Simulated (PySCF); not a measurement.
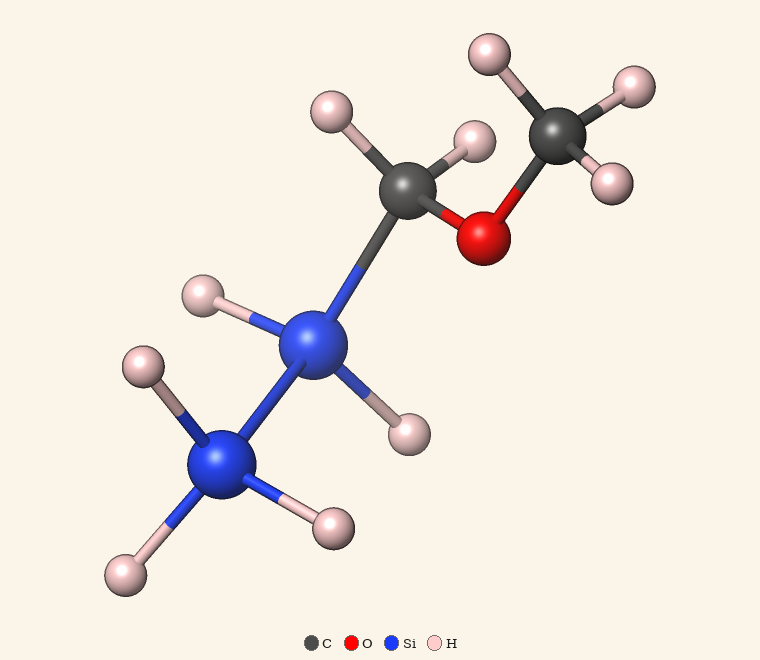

The computed structure is the end point of a PBE0-D3(BJ)/def2-SVP optimisation. No frequency run is at hand to confirm it as a minimum.

Give the structural formula.

SMILES: COC[SiH2][SiH3]

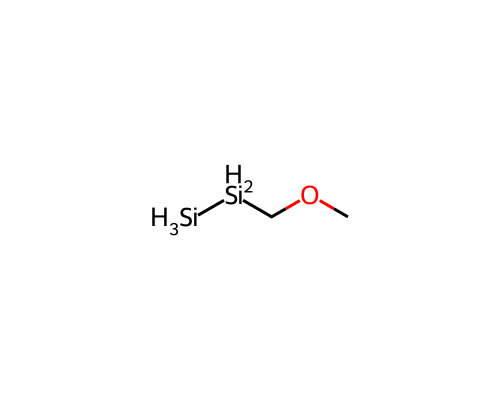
